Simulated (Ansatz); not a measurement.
**C₂H₄GaN: up Jacob's ladder to CCSD(T), part 1 of 2**

How much do the methods differ for C₂H₄GaN? The plan is to run it at one geometry with functionals of several rungs and with coupled cluster. The yardstick is the atomisation energy at the CCSD(T) limit.

Computed with Ansatz 0.2.0, Gaussian basis. Level: functionals in def2-TZVPP, the program's frozen cores in correlated methods.

Levels to be run: LDA (SPW92), PBE-D4, revPBE-D4, BLYP-D4, r2SCAN-D4, B97M-V, PBE0-D4, B3LYP-D4, r2SCANh-D4, r2SCAN0-D4, HSE06-D4, BHLYP-D4, CAM-B3LYP-D4, LC-ωPBE, ωB97X-V, ωB97M-V, B2PLYP, PBE-QIDH; CCSD(T)/def2-SVP; CCSD(T)/def2-TZVPP; MP2/def2-QZVPP; extrapolation to the limit; RPA on PBE.

## Step 1: The relaxed structure

The geometry comes from an earlier relaxation with PBE0-D4 in a triple-zeta def2 set; it is a stationary point, not always the lowest conformer.

8 atoms, charge 0, spin multiplicity 1.

Atoms are counted from 1 here; the program's logs count them from 0.

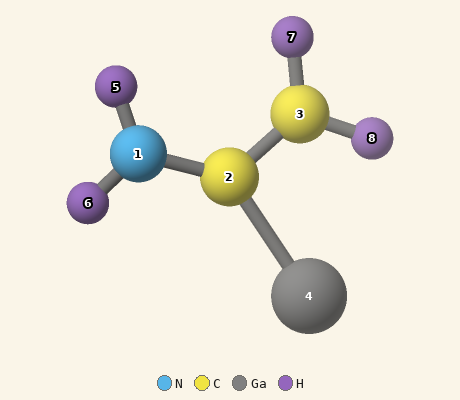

The structure; nitrogen blue, carbon yellow, gallium grey, hydrogen purple; atoms are numbered from 1 in the order of the file.

## Step 2: LDA

This LDA is Slater exchange with PW92 correlation.

in.yaml

```yaml
crystal:
  periodic: [false, false, false]
  atoms:
    - {symbol: N, position_ang: [0.231749, 1.315206, 0.100980]}
    - {symbol: C, position_ang: [-0.180118, 0.035119, 0.308582]}
    - {symbol: C, position_ang: [0.202763, -1.025175, -0.432453]}
    - {symbol: Ga, position_ang: [-1.305165, -0.990702, 1.661288]}
    - {symbol: H, position_ang: [0.691172, 1.562077, -0.763026]}
    - {symbol: H, position_ang: [-0.263273, 2.065412, 0.545005]}
    - {symbol: H, position_ang: [0.860597, -0.987666, -1.300968]}
    - {symbol: H, position_ang: [-0.145525, -2.031471, -0.175108]}
basis:
  gaussian: {orbitals: def2-TZVPP}
hamiltonian: {xc: lda}
output: {orbitals: {seedname: orbitals}}
```

On the command line:

```bash
> ansatz run in.yaml --threads 2 --pin off --events-out ev --progress --plain --max-ram 4352MiB
```

Log:

```text
Functional definition: SPW92
  name "SPW92"
  cite "Dirac, Proc. Camb. Phil. Soc. 26, 376 (1930) doi:10.1017/S0305004100016108"
  cite "Slater, Phys. Rev. 81, 385 (1951) doi:10.1103/PhysRev.81.385"
  cite "Perdew & Wang, Phys. Rev. B 45, 13244 (1992) doi:10.1103/PhysRevB.45.13244"
  exchange = slater_x
  correlation = pw_c
1119 factors; their error is unknown
mean field evaluation 1: about -55876.3172 eV, gradient 8.9e1 eV
mean field evaluation 2: about -55729.6680 eV, gradient 2.2e2 eV
mean field evaluation 4: about -55891.5731 eV, gradient 2.5e1 eV
mean field evaluation 8: about -55893.1972 eV, gradient 3.2e-1 eV
mean field evaluation 16: about -55893.1768 eV, gradient 9.4e-4 eV
mean field -55893.17683513 eV, -2054.0363629349 hartree, gradient 5.3e-5 eV, S^2 0.000000; 0 other end points of the search recorded, 0 dependent functions left out
reference -55893.17686940 eV, -2054.0363641945 hartree; 27, 27 occupied and 170, 170 virtual orbitals, 1119 factors
Total energy: -55893.17686940 eV, -2054.0363641945 hartree
```

Wall time 1.2 s (2 threads of AMD EPYC 9R14, shared host).

With the free atoms at this level, -55858.018 eV in sum, the atomisation energy is 35.159 eV. HOMO -4.99 eV, LUMO -2.11 eV.

## Step 3: PBE-D4 (GGA)

Changes to in.yaml since step 2:

```diff
@@ -13,3 +13,3 @@
   gaussian: {orbitals: def2-TZVPP}
-hamiltonian: {xc: lda}
-output: {orbitals: {seedname: orbitals}}
+hamiltonian: {xc: pbe, dispersion: d4}
+output: {forces: true, orbitals: {seedname: orbitals}}
```

The command is unchanged.

Log, shortened:

```text
Functional definition: PBE
  name "PBE"
  cite "Perdew, Burke & Ernzerhof, Phys. Rev. Lett. 77, 3865 (1996) doi:10.1103/PhysRevLett.77.3865"
  parent pbe
[...]
1119 factors; their error is unknown
[...]
mean field -55995.02223609 eV, -2057.7791123869 hartree, gradient 3.8e-5 eV, S^2 0.000000; 0 other end points of the search recorded, 0 dependent functions left out
[...]
reference -55995.02227261 eV, -2057.7791137291 hartree; 27, 27 occupied and 170, 170 virtual orbitals, 1119 factors
Total energy: -55995.20000258 eV, -2057.7856451852 hartree
Atom 0 at     0.231749     1.315206     0.100980 Å, force     0.070019    -0.069041     0.128530 eV/Å
Atom 1 at    -0.180118     0.035119     0.308582 Å, force    -0.130200     0.276676     0.220201 eV/Å
Atom 2 at     0.202763    -1.025175    -0.432453 Å, force     0.083873    -0.274739    -0.171938 eV/Å
Atom 3 at    -1.305165    -0.990702     1.661288 Å, force    -0.124002    -0.124775     0.145167 eV/Å
Atom 4 at     0.691172     1.562077    -0.763026 Å, force     0.187539     0.130298    -0.332862 eV/Å
Atom 5 at    -0.263273     2.065412     0.545005 Å, force    -0.161437     0.292827     0.154603 eV/Å
Atom 6 at     0.860597    -0.987666    -1.300968 Å, force     0.141686    -0.006842    -0.193729 eV/Å
Atom 7 at    -0.145525    -2.031471    -0.175108 Å, force    -0.067479    -0.224405     0.050028 eV/Å
Dipole moment:     0.016137     0.432823    -0.107106 e Å
```

It took 2.3 s on 2 threads of AMD EPYC 9R14, shared host.

With the free atoms at this level, -55963.963 eV in sum, the atomisation energy is 31.237 eV. HOMO -4.84 eV, LUMO -1.90 eV.

## Step 4: revPBE-D4 (GGA)

Changes to in.yaml since step 3:

```diff
@@ -13,3 +13,3 @@
   gaussian: {orbitals: def2-TZVPP}
-hamiltonian: {xc: pbe, dispersion: d4}
-output: {forces: true, orbitals: {seedname: orbitals}}
+hamiltonian: {xc: {name: revPBE}, dispersion: d4}
+output: {orbitals: {seedname: orbitals}}
```

Same command.

Log:

```text
Functional definition: revPBE
  name "revPBE"
  cite "Zhang & Yang, Phys. Rev. Lett. 80, 890 (1998) doi:10.1103/PhysRevLett.80.890"
  cite "Perdew, Burke & Ernzerhof, Phys. Rev. Lett. 77, 3865 (1996) doi:10.1103/PhysRevLett.77.3865"
  parameter kappa = 1.245
  parameter beta = 0.06672455060314922
  exchange = pbe_x(kappa = kappa, mu = beta*pi^2/3)
  correlation = pbe_c(beta = beta)
1119 factors; their error is unknown
mean field evaluation 1: about -55987.4826 eV, gradient 8.3e1 eV
mean field evaluation 2: about -55845.9195 eV, gradient 2.1e2 eV
mean field evaluation 4: about -56000.5231 eV, gradient 3.0e1 eV
mean field evaluation 8: about -56002.7557 eV, gradient 3.8e-1 eV
mean field evaluation 16: about -56002.7354 eV, gradient 9.3e-4 eV
mean field -56002.73535013 eV, -2058.0625640999 hartree, gradient 4.3e-5 eV, S^2 0.000000; 0 other end points of the search recorded, 0 dependent functions left out
reference -56002.73539564 eV, -2058.0625657725 hartree; 27, 27 occupied and 170, 170 virtual orbitals, 1119 factors
Total energy: -56003.28277707 eV, -2058.0826816690 hartree
```

It took 1.9 s on 2 threads of AMD EPYC 9R14, shared host.

Atomisation energy: 30.387 eV (free atoms -55972.896 eV, run apart). HOMO -4.79 eV, LUMO -1.81 eV.

## Step 5: BLYP-D4 (GGA)

Changes to in.yaml since step 4:

```diff
@@ -13,3 +13,3 @@
   gaussian: {orbitals: def2-TZVPP}
-hamiltonian: {xc: {name: revPBE}, dispersion: d4}
+hamiltonian: {xc: {name: BLYP}, dispersion: d4}
 output: {orbitals: {seedname: orbitals}}
```

Launched as before.

Log:

```text
Functional definition: BLYP
  name "BLYP"
  cite "Becke, Phys. Rev. A 38, 3098 (1988) doi:10.1103/PhysRevA.38.3098"
  cite "Lee, Yang & Parr, Phys. Rev. B 37, 785 (1988) doi:10.1103/PhysRevB.37.785"
  parameter beta = 0.0042
  parameter a = 0.04918
  parameter b = 0.132
  parameter c = 0.2533
  parameter d = 0.349
  exchange = b88_x(beta = beta)
  correlation = lyp_c(a = a, b = b, c = c, d = d)
1119 factors; their error is unknown
mean field evaluation 1: about -55990.8916 eV, gradient 8.9e1 eV
mean field evaluation 2: about -55831.7548 eV, gradient 2.2e2 eV
mean field evaluation 4: about -56005.4939 eV, gradient 3.3e1 eV
mean field evaluation 8: about -56008.2448 eV, gradient 4.2e-1 eV
mean field evaluation 16: about -56008.2236 eV, gradient 1.2e-3 eV
mean field -56008.22358080 eV, -2058.2642528571 hartree, gradient 6.9e-5 eV, S^2 0.000000; 0 other end points of the search recorded, 0 dependent functions left out
reference -56008.22390170 eV, -2058.2642646496 hartree; 27, 27 occupied and 170, 170 virtual orbitals, 1119 factors
Total energy: -56008.62064858 eV, -2058.2788448288 hartree
```

Run time: 1.8 s. Hardware: 2 threads of AMD EPYC 9R14, shared host.

Atomisation energy: 30.452 eV (free atoms -55978.169 eV, run apart). HOMO -4.74 eV, LUMO -1.82 eV.

## Step 6: r2SCAN-D4 (meta-GGA)

Changes to in.yaml since step 5:

```diff
@@ -13,3 +13,3 @@
   gaussian: {orbitals: def2-TZVPP}
-hamiltonian: {xc: {name: BLYP}, dispersion: d4}
-output: {orbitals: {seedname: orbitals}}
+hamiltonian: {xc: r2scan, dispersion: d4}
+output: {forces: true, orbitals: {seedname: orbitals}}
```

Launched as before.

Log, shortened:

```text
Functional definition: r2SCAN
  name "r2SCAN"
  cite "Furness, Kaplan, Ning, Perdew & Sun, J. Phys. Chem. Lett. 11, 8208 (2020) doi:10.1021/acs.jpclett.0c02405"
  cite "Furness, Kaplan, Ning, Perdew & Sun, J. Phys. Chem. Lett. 11, 9248 (2020) doi:10.1021/acs.jpclett.0c03077"
  parent r2scan
[...]
1119 factors; their error is unknown
[...]
mean field -56004.95876461 eV, -2058.1442730751 hartree, gradient 4.5e-5 eV, S^2 0.000000; 0 other end points of the search recorded, 0 dependent functions left out
[...]
reference -56004.95877529 eV, -2058.1442734673 hartree; 27, 27 occupied and 170, 170 virtual orbitals, 1119 factors
Total energy: -56004.99880363 eV, -2058.1457444817 hartree
Atom 0 at     0.231749     1.315206     0.100980 Å, force     0.045289     0.063080     0.000082 eV/Å
Atom 1 at    -0.180118     0.035119     0.308582 Å, force    -0.160226     0.056445     0.214162 eV/Å
Atom 2 at     0.202763    -1.025175    -0.432453 Å, force     0.036500    -0.185727    -0.089619 eV/Å
Atom 3 at    -1.305165    -0.990702     1.661288 Å, force     0.055033     0.005544    -0.076220 eV/Å
Atom 4 at     0.691172     1.562077    -0.763026 Å, force     0.024931     0.028655    -0.049593 eV/Å
Atom 5 at    -0.263273     2.065412     0.545005 Å, force    -0.009738     0.024970     0.004893 eV/Å
Atom 6 at     0.860597    -0.987666    -1.300968 Å, force     0.005690    -0.001672    -0.009074 eV/Å
Atom 7 at    -0.145525    -2.031471    -0.175108 Å, force     0.002522     0.008705     0.005368 eV/Å
Dipole moment:     0.022913     0.436877    -0.120524 e Å
```

Wall time 4.1 s (2 threads of AMD EPYC 9R14, shared host).

With the free atoms at this level, -55974.807 eV in sum, the atomisation energy is 30.192 eV. HOMO -5.08 eV, LUMO -1.78 eV.

## Step 7: B97M-V (meta-GGA)

Changes to in.yaml since step 6:

```diff
@@ -13,3 +13,3 @@
   gaussian: {orbitals: def2-TZVPP}
-hamiltonian: {xc: r2scan, dispersion: d4}
-output: {forces: true, orbitals: {seedname: orbitals}}
+hamiltonian: {xc: {name: B97M-V}}
+output: {orbitals: {seedname: orbitals}}
```

Same command.

Log, shortened:

```text
Functional definition: B97M-V
  name "B97M-V"
  cite "Mardirossian & Head-Gordon, J. Chem. Phys. 142, 074111 (2015) doi:10.1063/1.4907719"
  cite "Becke, J. Chem. Phys. 107, 8554 (1997) doi:10.1063/1.475007"
  cite "Vydrov & Van Voorhis, J. Chem. Phys. 133, 244103 (2010) doi:10.1063/1.3521275"
  # Of w^i u^j: cxij and so on, Table III.
[...]
  gx(w, u) = cx00 + cx01*u + cx02*u^2 + (cx10 + cx11*u)*w
  gss(w, u) = css00 + css02*u^2 + css10*w + (css32*w^3 + css42*w^4)*u^2
  gos(w, u) = cos00 + cos01*u + cos03*u^3 + cos10*w + cos32*w^3*u^2
[...]
      + integral(e_c_pw_mod_opposite_spin*gos(b97_w_opposite, b97_u_opposite)) + vv10(b, c)
1119 factors; their error is unknown
[...]
mean field -55997.14635508 eV, -2057.8571723203 hartree, gradient 4.5e-5 eV, S^2 0.000000; 0 other end points of the search recorded, 0 dependent functions left out
reference -55997.14640794 eV, -2057.8571742627 hartree; 27, 27 occupied and 170, 170 virtual orbitals, 1119 factors
Total energy: -55997.14640794 eV, -2057.8571742627 hartree
```

Run time: 7 s. Hardware: 2 threads of AMD EPYC 9R14, shared host.

With the free atoms at this level, -55966.982 eV in sum, the atomisation energy is 30.165 eV. HOMO -5.02 eV, LUMO -1.80 eV.

## Step 8: PBE0-D4 (hybrid)

Changes to in.yaml since step 7:

```diff
@@ -13,3 +13,3 @@
   gaussian: {orbitals: def2-TZVPP}
-hamiltonian: {xc: {name: B97M-V}}
+hamiltonian: {xc: pbe0, dispersion: d4}
 output: {orbitals: {seedname: orbitals}}
```

Its log isn't repeated here (it stands with the study of this molecule's fields); it ends on a total energy of -55996.383897 eV.

Atomisation energy: 30.431 eV (free atoms -55965.953 eV, run apart). HOMO -5.86 eV, LUMO -1.17 eV.

## Step 9: B3LYP-D4 (hybrid)

B3LYP here takes the VWN-RPA correlation.

Changes to in.yaml since step 8:

```diff
@@ -13,3 +13,3 @@
   gaussian: {orbitals: def2-TZVPP}
-hamiltonian: {xc: pbe0, dispersion: d4}
-output: {orbitals: {seedname: orbitals}}
+hamiltonian: {xc: {name: B3LYP}, dispersion: d4}
+output: {forces: true, orbitals: {seedname: orbitals}}
```

Launched as before.

Log, shortened:

```text
Functional definition: B3LYP
  name "B3LYP"
  cite "Stephens, Devlin, Chabalowski & Frisch, J. Phys. Chem. 98, 11623 (1994) doi:10.1021/j100096a001"
  cite "Becke, Phys. Rev. A 38, 3098 (1988) doi:10.1103/PhysRevA.38.3098"
  cite "Lee, Yang & Parr, Phys. Rev. B 37, 785 (1988) doi:10.1103/PhysRevB.37.785"
  cite "Vosko, Wilk & Nusair, Can. J. Phys. 58, 1200 (1980) doi:10.1139/p80-159"
[...]
1154 factors; their error is unknown
[...]
mean field -56009.07575440 eV, -2058.2955696591 hartree, gradient 2.2e-5 eV, S^2 0.000000; 0 other end points of the search recorded, 0 dependent functions left out
[...]
reference -56009.07599074 eV, -2058.2955783443 hartree; 27, 27 occupied and 170, 170 virtual orbitals, 1154 factors
Total energy: -56009.36702184 eV, -2058.3062735402 hartree
Atom 0 at     0.231749     1.315206     0.100980 Å, force     0.056006     0.180222    -0.019595 eV/Å
Atom 1 at    -0.180118     0.035119     0.308582 Å, force    -0.006882    -0.137260    -0.021378 eV/Å
Atom 2 at     0.202763    -1.025175    -0.432453 Å, force     0.094210    -0.138580    -0.161822 eV/Å
Atom 3 at    -1.305165    -0.990702     1.661288 Å, force    -0.179210    -0.056435     0.236727 eV/Å
Atom 4 at     0.691172     1.562077    -0.763026 Å, force     0.011623     0.038900    -0.017608 eV/Å
Atom 5 at    -0.263273     2.065412     0.545005 Å, force     0.008290     0.026553    -0.012285 eV/Å
Atom 6 at     0.860597    -0.987666    -1.300968 Å, force    -0.036585    -0.000297     0.049629 eV/Å
Atom 7 at    -0.145525    -2.031471    -0.175108 Å, force     0.052549     0.086898    -0.053667 eV/Å
Dipole moment:    -0.009570     0.407625    -0.083724 e Å
```

Wall time 3.9 s (2 threads of AMD EPYC 9R14, shared host); peak memory 0.46 GiB.

With the free atoms at this level, -55979.064 eV in sum, the atomisation energy is 30.303 eV. HOMO -5.72 eV, LUMO -1.40 eV.

## Step 10: r2SCANh-D4 (hybrid)

Changes to in.yaml since step 9:

```diff
@@ -13,3 +13,3 @@
   gaussian: {orbitals: def2-TZVPP}
-hamiltonian: {xc: {name: B3LYP}, dispersion: d4}
-output: {forces: true, orbitals: {seedname: orbitals}}
+hamiltonian: {xc: {name: r2SCANh}, dispersion: d4}
+output: {orbitals: {seedname: orbitals}}
```

The command is unchanged.

Log, shortened:

```text
Functional definition: r2SCANh
  name "r2SCANh"
  cite "Bursch, Neugebauer, Ehlert & Grimme, J. Chem. Phys. 156, 134105 (2022) doi:10.1063/5.0086040"
  cite "Furness, Kaplan, Ning, Perdew & Sun, J. Phys. Chem. Lett. 11, 8208 (2020) doi:10.1021/acs.jpclett.0c02405"
  cite "Furness, Kaplan, Ning, Perdew & Sun, J. Phys. Chem. Lett. 11, 9248 (2020) doi:10.1021/acs.jpclett.0c03077"
  parent r2scan
[...]
1142 factors; their error is unknown
[...]
mean field -56004.46258828 eV, -2058.1260389309 hartree, gradient 6.4e-5 eV, S^2 0.000000; 0 other end points of the search recorded, 0 dependent functions left out
reference -56004.46259806 eV, -2058.1260392906 hartree; 27, 27 occupied and 170, 170 virtual orbitals, 1142 factors
Total energy: -56004.50566970 eV, -2058.1276221442 hartree
```

Run time: 4.1 s. Hardware: 2 threads of AMD EPYC 9R14, shared host; peak memory 0.44 GiB.

Atomisation energy: 29.949 eV (free atoms -55974.557 eV, run apart). HOMO -5.46 eV, LUMO -1.52 eV.

## Step 11: r2SCAN0-D4 (hybrid)

Changes to in.yaml since step 10:

```diff
@@ -13,3 +13,3 @@
   gaussian: {orbitals: def2-TZVPP}
-hamiltonian: {xc: {name: r2SCANh}, dispersion: d4}
+hamiltonian: {xc: {name: r2SCAN0}, dispersion: d4}
 output: {orbitals: {seedname: orbitals}}
```

Launched as before.

Log, shortened:

```text
Functional definition: r2SCAN0
  name "r2SCAN0"
  cite "Bursch, Neugebauer, Ehlert & Grimme, J. Chem. Phys. 156, 134105 (2022) doi:10.1063/5.0086040"
  cite "Furness, Kaplan, Ning, Perdew & Sun, J. Phys. Chem. Lett. 11, 8208 (2020) doi:10.1021/acs.jpclett.0c02405"
  cite "Furness, Kaplan, Ning, Perdew & Sun, J. Phys. Chem. Lett. 11, 9248 (2020) doi:10.1021/acs.jpclett.0c03077"
  parent r2scan
[...]
1164 factors; their error is unknown
[...]
mean field -56003.75627393 eV, -2058.1000823576 hartree, gradient 1.8e-5 eV, S^2 0.000000; 0 other end points of the search recorded, 0 dependent functions left out
reference -56003.75628240 eV, -2058.1000826687 hartree; 27, 27 occupied and 170, 170 virtual orbitals, 1164 factors
Total energy: -56003.80430605 eV, -2058.1018475053 hartree
```

Wall time 3.9 s (2 threads of AMD EPYC 9R14, shared host); peak memory 0.45 GiB.

Atomisation energy: 29.601 eV (free atoms -55974.203 eV, run apart). HOMO -6.02 eV, LUMO -1.12 eV.

## Step 12: HSE06-D4 (hybrid)

HSE06 is the plane-wave form, built on full-range PBE exchange.

Changes to in.yaml since step 11:

```diff
@@ -13,3 +13,3 @@
   gaussian: {orbitals: def2-TZVPP}
-hamiltonian: {xc: {name: r2SCAN0}, dispersion: d4}
+hamiltonian: {xc: hse06, dispersion: d4}
 output: {orbitals: {seedname: orbitals}}
```

Launched as before.

Log, shortened:

```text
Functional definition: HSE06
  name "HSE06"
  cite "Heyd, Scuseria & Ernzerhof, J. Chem. Phys. 118, 8207 (2003) doi:10.1063/1.1564060"
  cite "Krukau, Vydrov, Izmaylov & Scuseria, J. Chem. Phys. 125, 224106 (2006) doi:10.1063/1.2404663"
  cite "Heyd & Scuseria, J. Chem. Phys. 120, 7274 (2004) doi:10.1063/1.1668634"
  cite "Ernzerhof & Perdew, J. Chem. Phys. 109, 3313 (1998) doi:10.1063/1.476928"
  cite "Perdew, Burke & Ernzerhof, Phys. Rev. Lett. 77, 3865 (1996) doi:10.1103/PhysRevLett.77.3865"
  parent pbe
[...]
  # The whole range is PBE's own exchange, as in plane waves. The composition of these papers is wPBEh.
[...]
1164 factors; their error is unknown
99 factors; integrals over basis functions are off by at most 4.4e-7 eV
[...]
mean field -55996.02310383 eV, -2057.8158935981 hartree, gradient 3.4e-5 eV, S^2 0.000000; 0 other end points of the search recorded, 0 dependent functions left out
reference -55996.02313977 eV, -2057.8158949189 hartree; 27, 27 occupied and 170, 170 virtual orbitals, 1164 factors
Total energy: -55996.16237531 eV, -2057.8210117306 hartree
```

Wall time 2.8 s (2 threads of AMD EPYC 9R14, shared host); peak memory 0.45 GiB.

With the free atoms at this level, -55965.705 eV in sum, the atomisation energy is 30.458 eV. HOMO -5.46 eV, LUMO -1.54 eV.

## Step 13: BHLYP-D4 (hybrid)

Changes to in.yaml since step 12:

```diff
@@ -13,3 +13,3 @@
   gaussian: {orbitals: def2-TZVPP}
-hamiltonian: {xc: hse06, dispersion: d4}
+hamiltonian: {xc: {name: BHLYP}, dispersion: d4}
 output: {orbitals: {seedname: orbitals}}
```

Same command.

Log:

```text
Functional definition: BHLYP
  name "BHLYP"
  cite "Becke, J. Chem. Phys. 98, 1372 (1993) doi:10.1063/1.464304"
  cite "Becke, Phys. Rev. A 38, 3098 (1988) doi:10.1103/PhysRevA.38.3098"
  cite "Lee, Yang & Parr, Phys. Rev. B 37, 785 (1988) doi:10.1103/PhysRevB.37.785"
  parameter a = 0.5
  exchange = (1 - a)*b88_x + a*exact_x
  correlation = lyp_c
1300 factors; their error is unknown
mean field evaluation 1: about -55996.4333 eV, gradient 5.7e1 eV
mean field evaluation 2: about -55990.6298 eV, gradient 7.2e1 eV
mean field evaluation 4: about -56004.0947 eV, gradient 3.9e0 eV
mean field evaluation 8: about -56004.1217 eV, gradient 1.3e-1 eV
mean field evaluation 16: about -56004.5389 eV, gradient 2.8e-4 eV
mean field -56004.53886042 eV, -2058.1288418806 hartree, gradient 2.6e-5 eV, S^2 0.000000; 0 other end points of the search recorded, 0 dependent functions left out
reference -56004.53901926 eV, -2058.1288477177 hartree; 27, 27 occupied and 170, 170 virtual orbitals, 1300 factors
Total energy: -56004.77000331 eV, -2058.1373362251 hartree
```

Wall time 2.7 s (2 threads of AMD EPYC 9R14, shared host); peak memory 0.45 GiB.

With the free atoms at this level, -55975.632 eV in sum, the atomisation energy is 29.138 eV. HOMO -6.79 eV, LUMO -0.43 eV.

## Step 14: CAM-B3LYP-D4 (range-separated)

Changes to in.yaml since step 13:

```diff
@@ -13,3 +13,3 @@
   gaussian: {orbitals: def2-TZVPP}
-hamiltonian: {xc: {name: BHLYP}, dispersion: d4}
+hamiltonian: {xc: {name: CAM-B3LYP}, dispersion: d4}
 output: {orbitals: {seedname: orbitals}}
```

Same command.

Log, shortened:

```text
Functional definition: CAM-B3LYP
  name "CAM-B3LYP"
  cite "Yanai, Tew & Handy, Chem. Phys. Lett. 393, 51 (2004) doi:10.1016/j.cplett.2004.06.011"
  cite "Iikura, Tsuneda, Yanai & Hirao, J. Chem. Phys. 115, 3540 (2001) doi:10.1063/1.1383587"
  cite "Becke, Phys. Rev. A 38, 3098 (1988) doi:10.1103/PhysRevA.38.3098"
  cite "Lee, Yang & Parr, Phys. Rev. B 37, 785 (1988) doi:10.1103/PhysRevB.37.785"
  cite "Vosko, Wilk & Nusair, Can. J. Phys. 58, 1200 (1980) doi:10.1139/p80-159"
[...]
  # Exact exchange under (alpha + beta erf(omega r))/r, Becke's under what is left of 1/r.
[...]
1154 factors; their error is unknown
285 factors; integrals over basis functions are off by at most 1.0e-5 eV
[...]
mean field -56008.80455517 eV, -2058.2856032714 hartree, gradient 6.5e-5 eV, S^2 0.000000; 0 other end points of the search recorded, 0 dependent functions left out
reference -56008.80466994 eV, -2058.2856074888 hartree; 27, 27 occupied and 170, 170 virtual orbitals, 1154 factors
Total energy: -56008.95650114 eV, -2058.2911871828 hartree
```

Wall time 3.1 s (2 threads of AMD EPYC 9R14, shared host); peak memory 0.48 GiB.

Atomisation energy: 30.316 eV (free atoms -55978.641 eV, run apart). HOMO -7.13 eV, LUMO -0.26 eV.

(Continued in part 2 of 2.)
